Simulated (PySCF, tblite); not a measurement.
**C₅H₁₂BFSi: geometry, infrared bands and NMR shifts**

Aim: predict the infrared bands and NMR shifts of C₅H₁₂BFSi (`C=CC[Si@H](F)CBC`).

Programs: tblite 0.8.0 and PySCF 2.14.0, with density-fitted response routines of our own. Each step states its level of theory. These are calculated values for one molecule in the gas phase, unless marked as measured. Atoms are numbered from 0 throughout.

## 1. The starting structure

20 atoms, charge 0, multiplicity 1; geometry from: force field or distance geometry start.

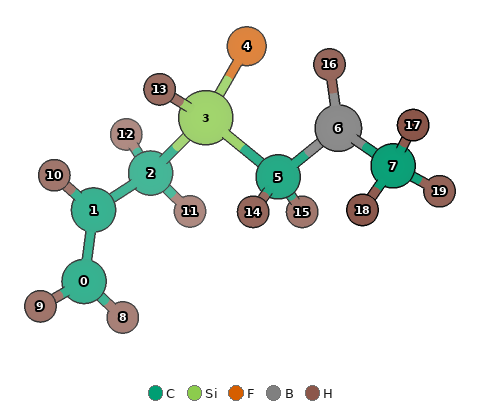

The starting geometry (carbon teal, silicon green, fluorine orange, boron grey, hydrogen brown), atoms numbered.

## 2. Relaxing the molecule with GFN2-xTB

What the job is given:

```
{"job": {"kind": "relax", "xc": "GFN2-xTB", "basis": "xTB"}, "charge": 0, "multiplicity": 1}
C      3.102500     1.330600    -0.184600
C      2.711800     0.104600     0.113400
C      1.997200    -0.810700    -0.781800
Si     0.361400    -1.210700     0.063600
F     -0.238400    -2.701100    -0.455100
C     -0.900900     0.117400    -0.340000
B     -2.351500    -0.393500    -0.017700
C     -3.531300     0.679200     0.082000
H      2.859500     1.725200    -1.186100
H      3.632200     1.977800     0.527500
H      2.963300    -0.265300     1.118900
H      1.735800    -0.361400    -1.773500
H      2.545400    -1.755700    -0.888600
H      0.517400    -1.259200     1.512900
H     -0.712200     1.017800     0.293800
H     -0.804800     0.390200    -1.400900
H     -2.522000    -1.399900     0.580200
H     -4.342800     0.317500     0.770600
H     -3.095200     1.613900     0.484800
H     -3.932700     0.894000    -0.932200
```

Started as:

```sh
$ OMP_NUM_THREADS=1 python probes_run.py task.json out
```

The driver reads the jobs from task.json and runs them one after another.

Output:

```text
step      E/eV     max force
  0    -666.85294    1.489
  1    -667.02547    1.003
  2    -667.13117    0.725
  3    -667.16802    0.531
  4    -667.20585    0.447
  5    -667.21968    0.524
  6    -667.23989    0.471
  7    -667.26563    0.341
  8    -667.27885    0.278
  9    -667.29566    0.331
 10    -667.31101    0.345
 11    -667.32628    0.292
 12    -667.33749    0.254
 13    -667.34528    0.166
 14    -667.35132    0.173
 15    -667.35695    0.176
 16    -667.36161    0.167
 17    -667.36542    0.146
 18    -667.36894    0.161
 19    -667.37244    0.189
 20    -667.37589    0.165
 21    -667.37878    0.134
 22    -667.38080    0.095
 23    -667.38235    0.082
 24    -667.38388    0.103
 25    -667.38545    0.097
 26    -667.38692    0.101
 27    -667.38818    0.085
 28    -667.38934    0.087
 29    -667.39060    0.085
 30    -667.39203    0.102
 31    -667.39353    0.096
 32    -667.39482    0.087
 33    -667.39576    0.084
 34    -667.39647    0.080
 35    -667.39713    0.064
 36    -667.39784    0.073
 37    -667.39852    0.070
 38    -667.39908    0.049
 39    -667.39955    0.046
 40    -667.40006    0.051
 41    -667.40071    0.079
 42    -667.40148    0.085
 43    -667.40220    0.059
 44    -667.40278    0.052
 45    -667.40336    0.060
 46    -667.40419    0.077
 47    -667.40542    0.100
 48    -667.40687    0.092
 49    -667.40812    0.068
 50    -667.40912    0.069
 51    -667.41016    0.073
 52    -667.41152    0.095
 53    -667.41317    0.098
 54    -667.41477    0.094
 55    -667.41630    0.082
 56    -667.41803    0.112
 57    -667.42092    0.139
 58    -667.42694    0.170
 59    -667.43281    0.164
 60    -667.43610    0.219
 61    -667.43943    0.293
 62    -667.44417    0.142
 63    -667.44769    0.116
 64    -667.45336    0.195
 65    -667.45431    0.144
 66    -667.45727    0.116
 67    -667.45943    0.160
 68    -667.46158    0.128
 69    -667.46339    0.109
 70    -667.46529    0.108
 71    -667.46782    0.113
 72    -667.47059    0.112
 73    -667.47165    0.240
 74    -667.47481    0.122
 75    -667.47706    0.122
 76    -667.48257    0.129
 77    -667.48569    0.134
 78    -667.49065    0.149
 79    -667.49634    0.240
 80    -667.49319    0.521
 81    -667.50509    0.289
 82    -667.50962    0.142
 83    -667.51469    0.225
 84    -667.51944    0.216
 85    -667.52648    0.126
 86    -667.52930    0.210
 87    -667.53253    0.203
 88    -667.53603    0.129
 89    -667.53853    0.103
 90    -667.54056    0.108
 91    -667.54212    0.100
 92    -667.54445    0.075
 93    -667.54622    0.065
 94    -667.54722    0.054
 95    -667.54775    0.049
 96    -667.54800    0.038
 97    -667.54816    0.033
 98    -667.54830    0.027
 99    -667.54846    0.034
100    -667.54864    0.035
101    -667.54883    0.035
102    -667.54904    0.031
103    -667.54925    0.035
104    -667.54948    0.033
105    -667.54971    0.034
106    -667.54991    0.033
107    -667.55012    0.038
108    -667.55039    0.047
109    -667.55075    0.044
110    -667.55119    0.063
111    -667.55159    0.062
112    -667.55190    0.047
113    -667.55213    0.040
114    -667.55238    0.040
115    -667.55270    0.042
116    -667.55306    0.044
117    -667.55346    0.048
118    -667.55383    0.043
119    -667.55416    0.034
120    -667.55449    0.039
121    -667.55488    0.041
122    -667.55529    0.053
123    -667.55567    0.048
124    -667.55598    0.041
125    -667.55628    0.042
126    -667.55658    0.064
127    -667.55697    0.053
128    -667.55740    0.033
129    -667.55768    0.031
130    -667.55785    0.032
131    -667.55814    0.035
132    -667.55848    0.041
133    -667.55894    0.054
134    -667.55949    0.058
135    -667.56018    0.076
136    -667.56097    0.090
137    -667.56128    0.144
138    -667.56258    0.061
139    -667.56326    0.051
140    -667.56392    0.049
141    -667.56424    0.054
142    -667.56481    0.054
143    -667.56530    0.055
144    -667.56573    0.062
145    -667.56606    0.047
146    -667.56630    0.039
147    -667.56649    0.028
148    -667.56666    0.031
149    -667.56688    0.035
150    -667.56710    0.037
151    -667.56736    0.040
152    -667.56764    0.045
153    -667.56793    0.041
154    -667.56814    0.047
155    -667.56829    0.033
156    -667.56839    0.029
157    -667.56848    0.023
158    -667.56856    0.019
159    -667.56865    0.017
160    -667.56876    0.020
161    -667.56886    0.025
162    -667.56896    0.032
163    -667.56904    0.029
164    -667.56912    0.019
165    -667.56918    0.015
166    -667.56923    0.020
167    -667.56930    0.029
168    -667.56938    0.033
169    -667.56946    0.030
170    -667.56952    0.021
171    -667.56957    0.017
172    -667.56961    0.028
173    -667.56966    0.016
174    -667.56976    0.015
175    -667.56982    0.013
176    -667.56989    0.014
177    -667.56999    0.023
178    -667.57012    0.027
179    -667.57023    0.022
180    -667.57029    0.057
181    -667.57039    0.031
182    -667.57049    0.027
183    -667.57067    0.031
184    -667.57086    0.033
185    -667.57108    0.033
186    -667.57129    0.029
187    -667.57147    0.044
188    -667.57168    0.066
189    -667.57194    0.040
190    -667.57221    0.029
191    -667.57236    0.022
192    -667.57247    0.022
193    -667.57252    0.015
194    -667.57258    0.018
195    -667.57263    0.018
196    -667.57266    0.012
197    -667.57270    0.015
198    -667.57273    0.015
199    -667.57277    0.012
200    -667.57280    0.012
201    -667.57282    0.013
202    -667.57285    0.013
203    -667.57288    0.016
204    -667.57291    0.016
205    -667.57294    0.015
206    -667.57297    0.018
207    -667.57300    0.014
208    -667.57303    0.013
209    -667.57305    0.012
210    -667.57308    0.016
211    -667.57310    0.017
212    -667.57312    0.017
213    -667.57315    0.016
214    -667.57317    0.014
215    -667.57319    0.012
216    -667.57321    0.010
217    -667.57323    0.009
```

Wall time 12 s (1 thread of Intel Xeon at 2.50GHz, shared host).

Step by step: (not every step is listed)

| step | energy from step 0 (eV) | largest force (eV/Å) |
| --- | --- | --- |
| 0 | 0.0000 | 1.4888 |
| 1 | -0.1725 | 1.0032 |
| 2 | -0.2782 | 0.7250 |
| 3 | -0.3151 | 0.5307 |
| 4 | -0.3529 | 0.4469 |
| 5 | -0.3667 | 0.5241 |
| 6 | -0.3869 | 0.4711 |
| 7 | -0.4127 | 0.3412 |
| 8 | -0.4259 | 0.2779 |
| 28 | -0.5364 | 0.0866 |
| 48 | -0.5539 | 0.0919 |
| 68 | -0.6086 | 0.1275 |
| 88 | -0.6831 | 0.1289 |
| 108 | -0.6975 | 0.0465 |
| 128 | -0.7045 | 0.0335 |
| 148 | -0.7137 | 0.0309 |
| 168 | -0.7164 | 0.0334 |
| 188 | -0.7187 | 0.0658 |
| 208 | -0.7201 | 0.0130 |
| 212 | -0.7202 | 0.0170 |
| 213 | -0.7202 | 0.0157 |
| 214 | -0.7202 | 0.0139 |
| 215 | -0.7202 | 0.0117 |
| 216 | -0.7203 | 0.0103 |
| 217 | -0.7203 | 0.0090 |

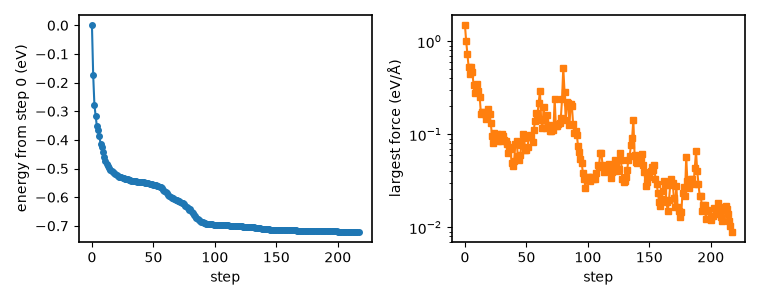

Energy and largest force along the relaxation.

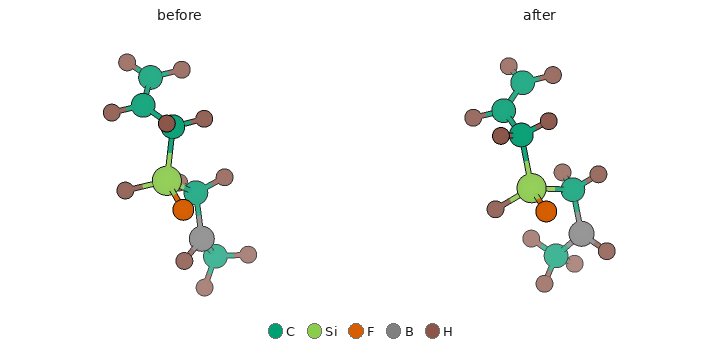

Before and after, at one scale.

Close pairs (by a distance rule), those that changed most:

| bond | before (Å) | after (Å) | change (Å) |
| --- | --- | --- | --- |
| Si3–F4 | 1.688 | 1.623 | -0.065 |
| C7–H17 | 1.124 | 1.089 | -0.035 |
| C2–H11 | 1.120 | 1.091 | -0.028 |
| C5–H14 | 1.117 | 1.090 | -0.028 |
| Si3–C5 | 1.876 | 1.903 | +0.027 |
| C0–H8 | 1.104 | 1.078 | -0.026 |
| C2–Si3 | 1.884 | 1.909 | +0.025 |
| B6–C7 | 1.598 | 1.573 | -0.025 |

The next job starts from the end point, and lists it.

## 3. Harmonic vibrations with GFN2-xTB

What the job is given:

```
{"job": {"kind": "ir", "xc": "GFN2-xTB", "basis": "xTB"}, "charge": 0, "multiplicity": 1}
C      2.865716     1.408716    -0.441692
C      2.538556     0.346898     0.272464
C      2.000588    -0.921510    -0.292108
Si     0.138149    -1.138793     0.068500
F     -0.247090    -2.620731    -0.468915
C     -0.890271     0.149743    -0.881919
B     -2.401491    -0.115398    -0.610805
C     -3.099416     0.469800     0.671693
H      2.782328     1.415898    -1.516428
H      3.235769     2.311805     0.012304
H      2.632221     0.369348     1.350513
H      2.174608    -0.948158    -1.369253
H      2.533282    -1.767234     0.145223
H     -0.145042    -1.224720     1.497566
H     -0.562545     1.128236    -0.531967
H     -0.620479     0.069580    -1.935459
H     -3.026799    -0.776729    -1.350188
H     -3.623483    -0.307937     1.225308
H     -2.422636     0.973397     1.358078
H     -3.867113     1.188469     0.384353
```

Output:

```text
mode    cm-1     km/mol
  1      21.4      0.21
  2      38.3      1.26
  3      58.5      1.43
  4      62.6      0.80
  5      82.5      0.87
  6     129.6      0.55
  7     147.9      6.16
  8     200.4     14.51
  9     217.1      7.63
 10     269.9      9.23
 11     339.4      0.63
 12     411.0      5.39
 13     579.5      9.07
 14     608.7     19.48
 15     636.8     94.48
 16     663.4    115.78
 17     685.4     27.90
 18     750.1      3.21
 19     772.2     47.46
 20     790.1    136.36
 21     802.3     57.94
 22     815.5     24.77
 23     846.3    326.76
 24     885.1      8.53
 25     935.9     65.16
 26     956.1     17.12
 27    1010.3     23.47
 28    1022.3      7.71
 29    1052.1     53.17
 30    1072.9      7.92
 31    1105.3    241.91
 32    1180.9     37.89
 33    1194.0    256.91
 34    1210.5     35.59
 35    1298.2      8.23
 36    1384.6     34.53
 37    1413.9      9.00
 38    1456.7      0.55
 39    1460.9      2.91
 40    1487.6      0.90
 41    1496.5      3.61
 42    1712.3     34.02
 43    2287.3    264.96
 44    2623.5    154.64
 45    2972.7     29.35
 46    2978.5     18.51
 47    2980.8     43.31
 48    2990.8     21.48
 49    2999.8     27.67
 50    3019.3     31.66
 51    3031.9     40.70
 52    3052.8     47.40
 53    3097.7     25.27
 54    3125.7     56.16
```

Run time: 3.1 s. Hardware: 1 thread of Intel Xeon at 2.50GHz, shared host.

The strongest bands and the atoms that carry them (share of the mass-weighted mode):

| cm⁻¹ | km/mol | atoms |
| --- | --- | --- |
| 637 | 94.5 | H13 65 % |
| 663 | 115.8 | H13 71 % |
| 790 | 136.4 | F4 34 %, Si3 30 % |
| 846 | 326.8 | B6 18 %, Si3 12 %, H16 12 %, H17 11 % |
| 1105 | 241.9 | H15 47 %, C5 25 %, H14 21 % |
| 1194 | 256.9 | B6 54 %, H16 21 % |
| 2287 | 265.0 | H13 97 % |
| 2624 | 154.6 | H16 92 % |

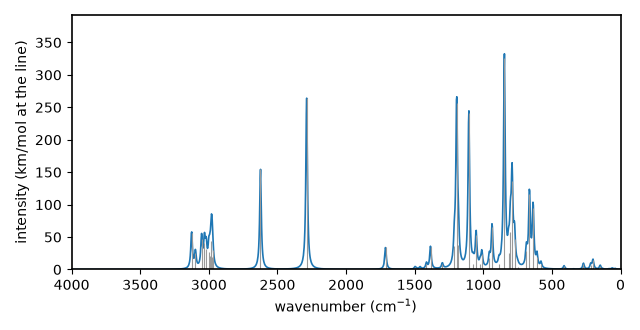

The infrared spectrum from these modes, unscaled. Lines are broadened to a width of 14 cm⁻¹ (Lorentzian).

## 4. Nuclear shieldings: PBE0/pcSseg-1

The job, as its differences from that of step 3:

```diff
@@ -1,2 +1,2 @@
-{"job": {"kind": "ir", "xc": "GFN2-xTB", "basis": "xTB"}, "charge": 0, "multiplicity": 1}
+{"job": {"kind": "nmr", "xc": "PBE0", "basis": "pcSseg-1"}, "charge": 0, "multiplicity": 1}
 C      2.865716     1.408716    -0.441692
```

Method: GIAO PBE0/pcSseg-1 NMR shielding, non-relativistic, gas phase.

Output:

```text
coarse grid: 16672 points
cycle   1  E = -611.2836982739  dE =  5.647e-01  |g| = 7.266e-01  |ddm| = 3.846e+00
cycle   2  E = -611.2308386429  dE =  5.286e-02  |g| = 9.486e-01  |ddm| = 1.337e+00
cycle   3  E = -611.3947930889  dE = -1.640e-01  |g| = 1.086e-01  |ddm| = 7.943e-01
cycle   4  E = -611.3968525858  dE = -2.059e-03  |g| = 2.965e-02  |ddm| = 1.001e-01
cycle   5  E = -611.3970312176  dE = -1.786e-04  |g| = 8.147e-03  |ddm| = 2.970e-02
cycle   6  E = -611.3970453071  dE = -1.409e-05  |g| = 3.317e-03  |ddm| = 8.402e-03
cycle   7  E = -611.3970481061  dE = -2.799e-06  |g| = 4.713e-04  |ddm| = 3.095e-03
final grid: 155248 points
cycle   8  E = -611.4468013148  dE = -4.078e-05  |g| = 8.662e-03  |ddm| = 2.615e-02
cycle   9  E = -611.4467972570  dE =  4.058e-06  |g| = 9.580e-03  |ddm| = 1.497e-02
cycle  10  E = -611.4468210952  dE = -2.384e-05  |g| = 6.068e-04  |ddm| = 7.871e-03
cycle  11  E = -611.4468211498  dE = -5.456e-08  |g| = 2.603e-04  |ddm| = 6.489e-04
cycle  12  E = -611.4468211606  dE = -1.078e-08  |g| = 5.553e-05  |ddm| = 2.042e-04
cycle  13  E = -611.4468211612  dE = -5.821e-10  |g| = 2.280e-05  |ddm| = 6.748e-05
converged SCF energy = -611.4468211612

GIAO shielding tensors (ppm)
atom      isotropic    diamagn.    paramagn.     s11        s22        s33       span
  0 C       64.637     254.365    -189.728    -48.068     85.055    156.924    204.992
  1 C       47.480     259.015    -211.536    -74.083     50.565    165.957    240.039
  2 C      155.048     255.429    -100.382    129.593    157.185    178.365     48.772
  3 Si     330.573     880.208    -549.635    283.751    337.433    370.534     86.784
  4 F      367.255     469.091    -101.837    341.061    374.264    386.439     45.377
  5 C      156.281     261.715    -105.435    123.632    166.379    178.831     55.199
  6 B       13.301     191.022    -177.721    -63.194    -23.855    126.951    190.145
  7 C      170.041     252.181     -82.140    147.157    179.842    183.125     35.968
  8 H       26.295      32.102      -5.807     22.719     25.840     30.325      7.606
  9 H       26.471      29.518      -3.047     23.424     25.694     30.296      6.872
 10 H       25.687      32.360      -6.673     23.592     25.314     28.155      4.563
 11 H       29.574      32.937      -3.363     26.751     28.713     33.258      6.506
 12 H       29.444      30.083      -0.639     25.608     27.989     34.737      9.130
 13 H       26.513      32.085      -5.571     24.236     24.898     30.406      6.170
 14 H       30.249      36.695      -6.446     26.396     30.289     34.061      7.664
 15 H       29.635      34.114      -4.479     26.552     28.370     33.982      7.430
 16 H       23.842      30.010      -6.168     18.078     26.086     27.362      9.284
 17 H       30.533      28.875       1.657     27.209     28.260     36.129      8.920
 18 H       30.723      33.571      -2.848     27.466     31.046     33.658      6.193
 19 H       30.730      27.820       2.910     26.739     28.525     36.926     10.187
```

It took 2.6 min on 1 thread of Intel Xeon at 2.50GHz, shared host; peak memory 0.91 GiB.

The references, computed at this level on geometries of the same kind, shield at (ppm): 1H TMS 31.72, 13C TMS 186.9, 29Si TMS 349.2, 19F CFCl3 170.9, 11B BF3·OEt2 100.1. Their shielding less the atom's gives the shift. The references are single molecules in the gas phase, so shifts against H2O, NH3, PH3, H3PO4 or CFCl3 are not on the usual liquid scales and can be off by tens of ppm. Atoms listed in one row are averaged.

| atoms | environment | σ (ppm) | δ (ppm) | δ scaled to CDCl3 |
| --- | --- | --- | --- | --- |
| C1 | alkene CH | 47.5 | 139.4 | 134.2 |
| C0 | terminal =CH2 carbon | 64.6 | 122.3 | 117.4 |
| C2 | allylic sp3 CH2 bonded to Si | 155.0 | 31.9 | 29.2 |
| C5 | sp3 CH2 bonded to B and Si | 156.3 | 30.6 | 28.0 |
| C7 | methyl carbon bonded to B | 170.0 | 16.9 | 14.6 |
| H16 | hydrogen on a boron bonded to 2 C | 23.84 | 7.87 | – |
| H10 | hydrogen on an alkene CH | 25.69 | 6.03 | 5.79 |
| H8 | hydrogen on a terminal =CH2 carbon | 26.29 | 5.42 | 5.22 |
| H9 | hydrogen on a terminal =CH2 carbon | 26.47 | 5.25 | 5.05 |
| H13 | hydrogen on a silicon bonded to 2 C, F | 26.51 | 5.20 | – |
| H12 | hydrogen on an allylic sp3 CH2 bonded to Si | 29.44 | 2.27 | 2.25 |
| H11 | hydrogen on an allylic sp3 CH2 bonded to Si | 29.57 | 2.14 | 2.13 |
| H15 | hydrogen on an sp3 CH2 bonded to B and Si | 29.63 | 2.08 | 2.07 |
| H14 | hydrogen on an sp3 CH2 bonded to B and Si | 30.25 | 1.47 | 1.49 |
| H17, H18, H19 | hydrogen on a methyl carbon bonded to B | 30.66 | 1.05 | 1.10 |
| Si3 | silicon bonded to 2 C, F, H | 330.6 | 18.6 | – |
| F4 | fluorine bonded to Si | 367.3 | -196.3 | – |
| B6 | boron bonded to 2 C, H | 13.3 | 86.8 | – |

The scaled column applies a straight-line fit of computed shieldings to shifts measured in CDCl3, and one for carbons that bear F (root-mean-square error 0.16 ppm for H, 1.9 ppm for C).

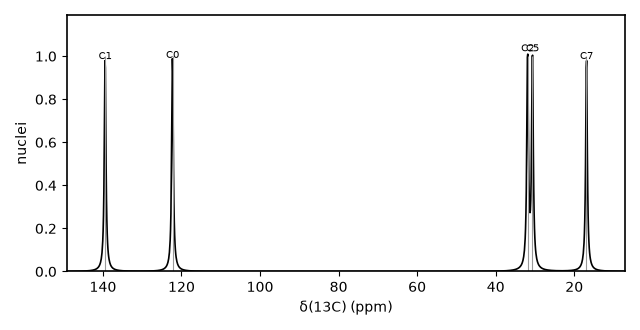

13C lines at the computed shifts, without couplings. Lines are broadened to a width of 0.49 ppm (Lorentzian).

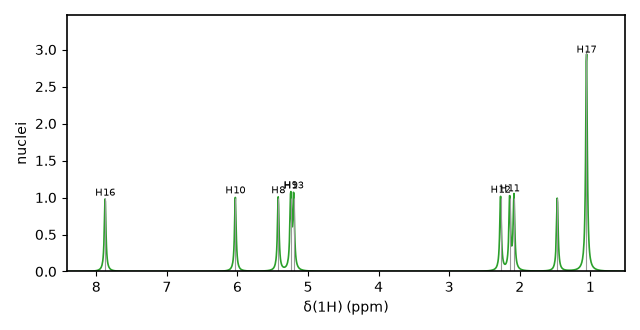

1H lines at the computed shifts, without couplings. Lines are broadened to a width of 0.03 ppm (Lorentzian).

The run also stored atomic charges by several schemes (e):

| atoms | Mulliken | IAO | Hirshfeld | ESP fit |
| --- | --- | --- | --- | --- |
| C0 | -0.15 | -0.33 | -0.11 | -0.56 |
| C1 | -0.27 | -0.13 | -0.04 | 0.05 |
| C2 | -0.49 | -0.56 | -0.16 | -0.49 |
| Si3 | 1.05 | 1.24 | 0.46 | 0.81 |
| F4 | -0.43 | -0.54 | -0.21 | -0.35 |
| C5 | -0.76 | -0.70 | -0.23 | -0.70 |
| B6 | 0.27 | 0.19 | 0.17 | 0.60 |
| C7 | -0.51 | -0.58 | -0.20 | -0.64 |

Hirshfeld charges:

C0 -0.11; C1 -0.04; C2 -0.16; Si3 0.46; F4 -0.21; C5 -0.23; B6 0.17; C7 -0.20; H8 0.04; H9 0.05; H10 0.05; H11 0.05; H12 0.05; H13 -0.08; H14 0.04; H15 0.05; H16 -0.06; H17 0.05; H18 0.03; H19 0.05

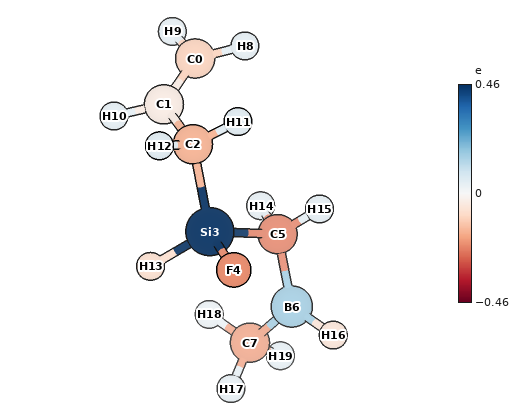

Hirshfeld charges, as colours on the atoms.

Mayer bond orders: C0–C1 1.97, C1–C2 1.03, C2–Si3 0.88, Si3–F4 0.91, Si3–C5 0.89, C5–B6 1.03, B6–C7 1.05.

## 5. What came out

| quantity | value |
| --- | --- |
| strongest single infrared mode (GFN2-xTB) | 846 cm⁻¹, 327 km/mol |
| zero-point energy (GFN2-xTB) | 97.8 kcal/mol |
| 13C shifts against TMS (PBE0/pcSseg-1) | 139.4, 122.3, 31.9, 30.6, 16.9 ppm |
| 1H shifts against TMS (PBE0/pcSseg-1, means over atoms taken as alike) | 7.87, 6.03, 5.42, 5.25, 5.20, 2.27, 2.14, 2.08, 1.47, 1.05 ppm |
| 29Si shifts against TMS (PBE0/pcSseg-1) | 18.6 ppm |
| 19F shifts against CFCl3 (PBE0/pcSseg-1) | -196.3 ppm |
| 11B shifts against BF3·OEt2 (PBE0/pcSseg-1) | 86.8 ppm |

Over 217 steps the energy fell by 0.720 eV; of the close pairs, Si3–F4 changed most, 1.688 to 1.623 Å. All 54 modes are real, so the xTB geometry is a minimum. The strongest single mode, at 846 cm⁻¹, has its largest shares on B6, Si3, H16 and H17 (the list is cut at 4 atoms). GFN2-xTB is a fitted tight-binding method: band positions and strengths are rough. Its intensities can rank the bands wrongly. The most deshielded carbon is C1 (alkene CH), at 139.4 ppm: as expected for a trigonal carbon in a double bond. At PBE0/pcSseg-1: The widest tensor belongs to C1: span 240 ppm, with a paramagnetic part of -212 ppm.
